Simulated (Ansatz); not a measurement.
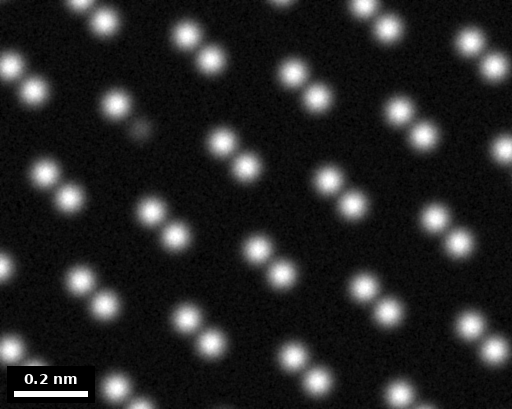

Dark-field STEM-like image of Hf (P6_3/mmc, No. 194) along [101]. Simulation: incoherent imaging, intensity Z^1.6 per atom, probe width 0.50 Å, thin sample. The display is stretched by a gamma of 0.65; percentages refer to the linear signal. Shot noise was added.

The sample is 1 repeat (6.0 Å) thick. One point defect was put into the perfect crystal, without relaxing the atoms around it. Brightness is counted from the darkest point of the image. Host structure: the geometry relaxed at fixed volume with DFT r2SCAN, scalar-relativistic, plane waves, PAW (Ansatz).

Where is the defect (in Å from the left and the top edge), and what does its contrast suggest?

Answer. At about 4 Å from the left and 4 Å from the top. The column is dimmer, which points to a vacancy or a lighter atom. The column holds 1 atom (Hf) through the sample, and one Hf atom is replaced by Ti, so its peak drops to about 15 % of that of its equals.
